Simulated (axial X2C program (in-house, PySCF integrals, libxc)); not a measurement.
# GaN: properties at the nuclei

Wanted for GaN: properties at the nuclei, at the two-component level.

Method: two-component X2C with atomic mean-field terms, Ga dyall-acv3z, N dyall-av3z; program: an in-house X2C program for linear molecules on PySCF integrals.

All values are calculated.

### Step 1. Input

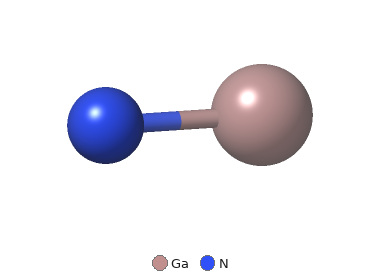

The two atoms at 1.770 Å (gallium pink, nitrogen blue).

task.json

```json
{
 "zs": [
  31,
  7
 ],
 "q": 0,
 "bas": [
  "dyall-acv3z",
  "dyall-av3z"
 ],
 "r0": 1.77,
 "levels": [
  "PBE0",
  "HF",
  "B3LYP"
 ],
 "nst": 1,
 "ff": 1,
 "thr": -3.5,
 "nmax": 130,
 "opt": {
  "ecut": 60
 }
}
```

Keys: zs atomic numbers; q charge; bas basis sets; r0 starting distance in Å; levels methods (HF also brings MP2); nst determinants followed; ff finite-field run; thr threshold in hartree for freezing inner shells (an s shell follows its p shell); nmax most natural virtual spinors; ecut virtual cutoff in hartree.

Launch:

```bash
$ python soeom.py task.json out
```

Nuclei are Gaussian, cores are contracted, and the Gaunt term is on.

### Step 2. Expectation values, lowest determinant

R = 1.843 Å. State: Ω = 1 (excess of +ω over −ω: ω = -1/2, ω = 3/2).

Output of the PBE0 run:

```text
two-component X2C + atomic mean field  PBE0
basis functions 181  fitting functions 993  grid points 5076
iter        total energy     max residual
   1      -1997.679908453     2.76e-06
   2      -1997.679908453     2.19e-06
converged
one-electron -2905.71798055  Coulomb 929.02772908  exact exchange -20.25446291  xc functional -62.39503506  nuclear repulsion 62.30681214  atomic mean-field constant -0.64697116
```

The highest occupied spinor is 41% N p, 27% Ga p, 24% Ga s.

| level | Eeff magnitude (GV/cm) | Ws magnitude Ga (kHz) | A∥/gI Ga (MHz) | qzz Ga (a.u.) | A∥/gI N (MHz) | qzz N (a.u.) | μ (D) |
| --- | --- | --- | --- | --- | --- | --- | --- |
| PBE0 | 0.0964 | 0.0543 | -13.9 | -4.20 | -92.1 | -1.55 | -1.19 |
| HF | 0.299 | 0.135 | -13.6 | -4.41 | -41.8 | -1.42 | -1.23 |
| B3LYP | 0.121 | 0.0655 | -8.53 | -4.14 | -79.2 | -1.61 | -1.29 |

Eeff is the effective electric field on the electron dipole moment in this Ω state and Ws the scalar–pseudoscalar constant (defined with the proton number Z and per Ω); A∥ is the parallel hyperfine constant, which follows by multiplying with the nuclear g factor gI = μI/(I μN); qzz is the electric field gradient, eQq0 = 234.96 MHz × Q/barn × qzz; μ is positive if N is the positive end. The operators were transformed with the bare-nucleus X2C matrices.

### Step 3. Finite-field coupled cluster

Output:

```text
two-component X2C + atomic mean field  HF
basis functions 181  fitting functions 993  grid points 5076
iter        total energy     max residual
   1      -1996.048262132     1.31e-01
   2      -1996.074547527     9.91e-03
   3      -1996.075751460     8.25e-03
   4      -1996.076342196     1.48e-03
   5      -1996.076425473     8.03e-04
   6      -1996.076446590     4.10e-04
   7      -1996.076453491     1.66e-04
   8      -1996.076454387     7.08e-05
   9      -1996.076454537     2.87e-05
  10      -1996.076454598     1.76e-05
  11      -1996.076454621     1.44e-05
  12      -1996.076454636     1.17e-05
  13      -1996.076454658     5.98e-06
  14      -1996.076454670     3.76e-06
  15      -1996.076454674     4.36e-06
  16      -1996.076454676     4.31e-06
  17      -1996.076454679     3.90e-06
  18      -1996.076454688     2.23e-06
  19      -1996.076454691     5.88e-07
  20      -1996.076454691     1.85e-07
converged
one-electron -2906.21586216  Coulomb 929.65804149  exact exchange -81.17847501  xc functional 0.00000000  nuclear repulsion 62.30681214  atomic mean-field constant -0.64697116
correlated 18  virtual 306  natural virtual 130  E(MP2) -0.681509434  MP2 remainder -0.040387159
iter   CCSD correlation   residual
   1     -0.603914463   1.37e-01
   2     -0.621457463   5.44e-02
   3     -0.623970254   2.31e-02
   4     -0.623619957   6.59e-03
   5     -0.623772572   2.90e-03
   6     -0.623795816   1.18e-03
   7     -0.623784436   4.29e-04
   8     -0.623793422   1.80e-04
   9     -0.623789230   1.03e-04
  10     -0.623790909   6.72e-05
  11     -0.623789377   4.70e-05
  12     -0.623789652   3.18e-05
  13     -0.623789613   1.87e-05
  14     -0.623789856   9.24e-06
  15     -0.623789857   4.76e-06
(T) -0.018175112  T1 0.0224  D1 0.0498  max T2 0.072
```

T1 in the output is the amplitude norm over the root of the electron number; divide by √2 for the Lee–Taylor value.

18 electrons correlated in 130 natural virtual spinors, MP2 remainder added; T1 = 0.016.

| level | Eeff magnitude (GV/cm) | Ws magnitude Ga (kHz) | A∥/gI Ga (MHz) | qzz Ga (a.u.) | A∥/gI N (MHz) | μ (D) |
| --- | --- | --- | --- | --- | --- | --- |
| HF | 0.299 | 0.135 | -13.6 | -4.41 | -41.8 | -1.23 |
| MP2 | 0.228 | 0.0838 | -29 | -4.28 | -64 | -1.41 |
| CCSD | 0.165 | 0.0815 | -22.7 | -4.17 | -65.5 | -1.34 |
| CCSD(T) | 0.175 | 0.0864 | -21.1 | -4.10 | -65 | -1.32 |

### Step 4. Summary of results

| quantity | value |
| --- | --- |
| lowest determinant | Ω = 1 (excess of +ω over −ω: ω = -1/2, ω = 3/2) |
| Eeff magnitude (GV/cm), PBE0 | 0.0964 |
| Ws magnitude Ga (kHz), PBE0 | 0.0543 |
| A∥/gI Ga (MHz), PBE0 | -13.9 |
| qzz Ga (a.u.), PBE0 | -4.20 |
| Eeff magnitude (GV/cm), CCSD(T) | 0.175 |
| Ws magnitude Ga (kHz), CCSD(T) | 0.0864 |
| A∥/gI Ga (MHz), CCSD(T) | -21.1 |
| qzz Ga (a.u.), CCSD(T) | -4.10 |

In the first state, the effective field runs from 0.0964 to 0.299 GV/cm over the mean-field levels, so the levels don't agree on it. The expectation values come from single determinants, which for open shells can mix terms of unlike spin or miss the lowest Ω, so a determinant need not be a state. Eeff is the effective electric field on the electron dipole moment in this Ω state and Ws the scalar–pseudoscalar constant (defined with the proton number Z and per Ω); A∥ is the parallel hyperfine constant, which follows by multiplying with the nuclear g factor gI = μI/(I μN); qzz is the electric field gradient, eQq0 = 234.96 MHz × Q/barn × qzz; μ is positive if N is the positive end. The operators were transformed with the bare-nucleus X2C matrices. Correlation of the inner shells is missing, which matters for properties at the nucleus.
